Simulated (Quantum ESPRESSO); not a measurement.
# Gap and tunnelling decay at a withheld lattice constant: LiBeF3, cubic perovskite type

**Set-up.** Quantum ESPRESSO 7.5 (pw.x, pwcond.x with ikind = 0), PBE, GBRV ultrasoft, cubic crystals. κ is the slowest decay along [001] at mid-gap among three points across the current.

```tsv
a (Å)	gap on the mesh (eV)	κ (1/Å)
3.357	8.340	0.647
3.464	7.705	0.627
3.571	7.107	0.598
3.785	6.019	0.544
```

One more run was made and is withheld. What are gap and κ at a = 3.678 Å?

**Fit.** A line through the rows at 3.571 and 3.785 Å gives a gap of 7.107 + 0.500 × (6.019 − 7.107) = 6.56 eV and κ = 0.571 1/Å. The two-band model κ = 0.5123 √(m* E_g/4) needs m* = 0.767 at 3.571 Å; with that mass and the new gap, κ = 0.575 1/Å.

**Check.** The gap is 6.545 eV and κ = 0.570 1/Å. The line misses the gap by +0.018 eV and κ by +0.2 %; the two-band estimate misses κ by +0.8 %.

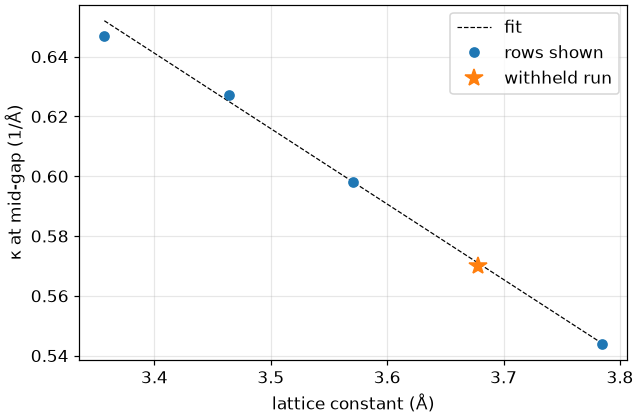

The rows shown, the fit and the withheld run.

Caveats: The structure type is imposed. Local and semilocal gaps and decay constants are too small; no spin-orbit coupling. For an indirect gap m* is a fitting number alone.

[Logs are printed without paths, hosts, clocks, repeated set-up lines and the standing remarks that a program may print on its own settings, such as how far it seeks lower states.]
